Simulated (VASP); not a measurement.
Band structure of C (relaxed from the layer:black-P structure). Calculation: r2SCAN meta-GGA, VASP's PBE PAW potentials (set 64) (plane waves; VASP).

The cell holds a wide vacuum, so values per volume refer to the whole cell.

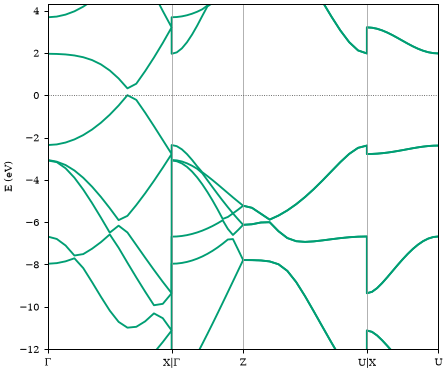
Fig. 1. Bands along high-symmetry lines, zero at the valence-band maximum or, without a gap, the Fermi level

**Question.** Read the plot: is there a gap, and where are the band edges?

**Answer.** The gap is direct, 0.32 eV, from the valence maximum at Γ-X at 0.64 to the conduction minimum at Γ-X at 0.64.

The cell is a sheet with vacuum, built from a generated structure.
